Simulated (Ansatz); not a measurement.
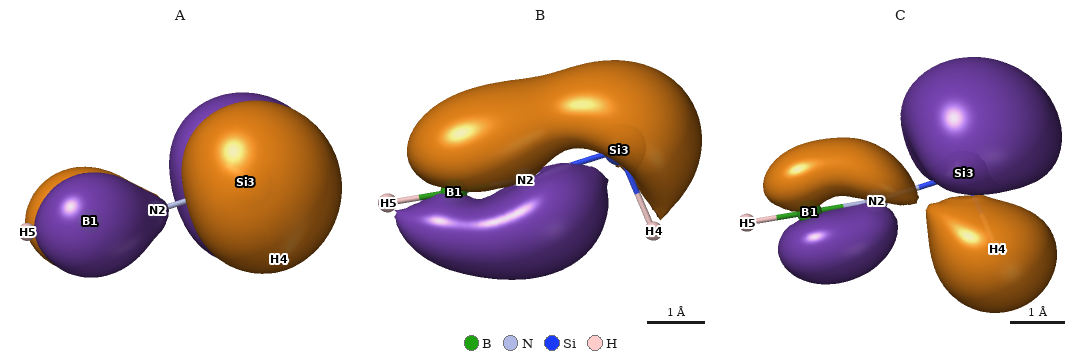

*BH2NSi. Three frontier orbitals at ±0.08 Å⁻³ᐟ² (orange and purple are the two phases), in no order.*

Geometry: PBE-D3(BJ)/def2-SVP.

The calculation used isolated molecule in a Gaussian basis; Kohn-Sham density functional theory, functional PBE0 in Ansatz 0.2.0.

| atom | x (Å) | y (Å) | z (Å) |
| --- | --- | --- | --- |
| B | 0.0539 | -0.4510 | 1.4259 |
| N | -0.4061 | -0.8010 | 0.2904 |
| Si | -0.9827 | -1.5116 | -1.1857 |
| H | -1.3853 | -0.1680 | -1.8607 |
| H | 0.4834 | -0.1240 | 2.4861 |

Order the three orbitals by energy and name them.

Answer. B is the HOMO−1 (−9.21 eV). It lies mainly on N2 (about 55 %), Si3 (about 25 %) and B1 (about 20 %); it is symmetric in the molecular plane (an in-plane orbital: σ, lone-pair or in-plane π type). C is the HOMO (−6.29 eV). By Hirshfeld shares it lies mainly on Si3 (about 65 %), H4 (about 15 %), N2 (about 10 %) and B1 (about 10 %); it is symmetric in the molecular plane (an in-plane orbital: σ, lone-pair or in-plane π type). A is the LUMO (−2.49 eV). Its weight (Hirshfeld) is mainly on Si3 (about 70 %), B1 (about 15 %) and N2 (about 5 %); it changes sign across the molecular plane (π type).

What is the HOMO–LUMO gap?

Answer. 3.80 eV between the orbital energies.
